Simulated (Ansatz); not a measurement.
# CH3F3Sn (SMILES [CH3][Sn]([F])([F])[F]): what the fields show

```xyz
8

C    -0.2857   -1.9955    0.5477
F     1.1958   -0.2290    3.0279
F     2.3398   -2.9819    2.4460
F     2.8392   -0.6906    0.5158
Sn    1.4732   -1.4885    1.6048
H    -0.4468   -3.0767    0.6451
H    -0.1468   -1.7188   -0.5052
H    -1.1237   -1.4388    0.9863
```

Geometry: PBE0-D4/def2-SVP; core potentials replace the inner electrons of Sn.

All numbers below come from Ansatz, isolated molecule in a Gaussian basis; Kohn-Sham density functional theory, functional PBE0.

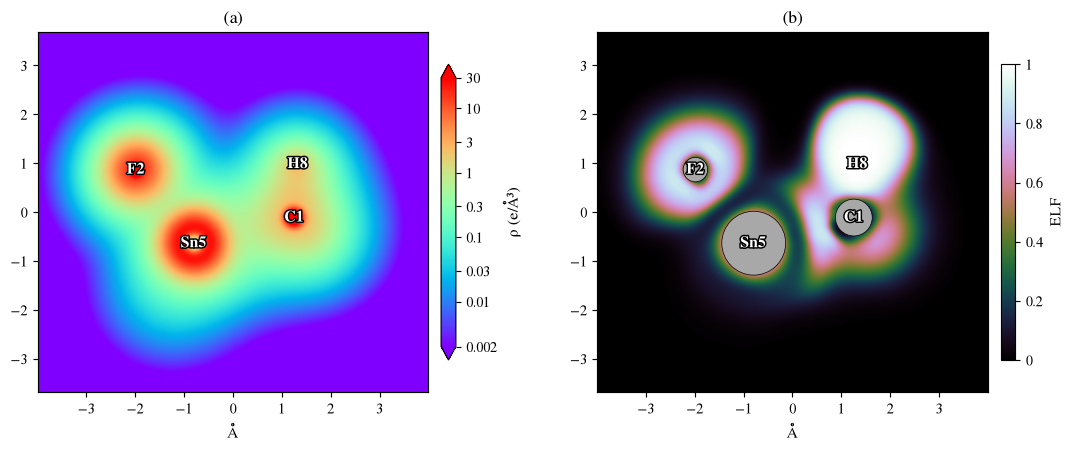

Figure 1. (a) electron density; (b) ELF on the plane of atoms C1, Sn5 and F2. Grey discs cover the atomic cores in the ELF map.

### Describe what can be read from this map.

- The section cuts through C, F, Sn and H sites.
- Sn–F (1.92 Å): ρ at the midpoint is about 0.85 e/Å³; the ELF peaks at about 0.80 in the valence shell of F, 0.5 Å from its nucleus, and drops to about 0.15 between the two atoms.
- C–Sn (2.11 Å): the density is about 0.76 e/Å³ at the midpoint; the ELF peaks at about 0.90 in the valence shell of C, 0.7 Å from its nucleus, and drops to about 0.20 between the two atoms.
- C–H (1.10 Å): ρ is about 2 e/Å³ halfway; the ELF climbs to about 1 towards the hydrogen, as it does in any bond to H; an ordinary covalent bond to hydrogen.
- The ELF also peaks beside F2, away from the bonds: lone-pair regions.

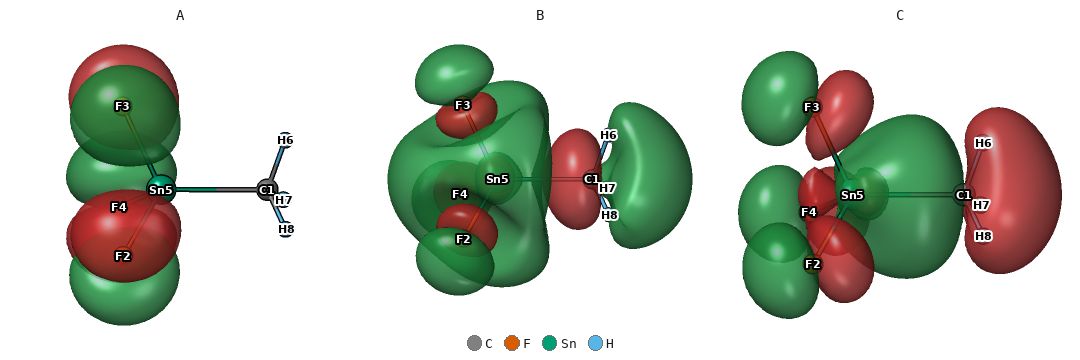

Figure 2. Three frontier orbitals at ±0.05 Å⁻³ᐟ² (green and red are the two phases), in no order.

### Order the three orbitals by energy and name them.

A is the HOMO−1 (−11.23 eV). By Hirshfeld shares it lies mainly on F2 (about 30 %), F3 (about 30 %) and F4 (about 30 %); largely a combination of lone pairs on F2, F3 and F4. C is the HOMO (−10.25 eV). By Hirshfeld shares it lies mainly on C1 (about 30 %), Sn5 (about 20 %), F2 (about 15 %), F3 (about 15 %) and F4 (about 15 %). B is the LUMO (−2.16 eV). By Hirshfeld shares it lies mainly on Sn5 (about 45 %), C1 (about 15 %), F2 (about 10 %), F3 (about 10 %) and F4 (about 10 %).

### What is the HOMO–LUMO gap?

8.09 eV between the orbital energies.
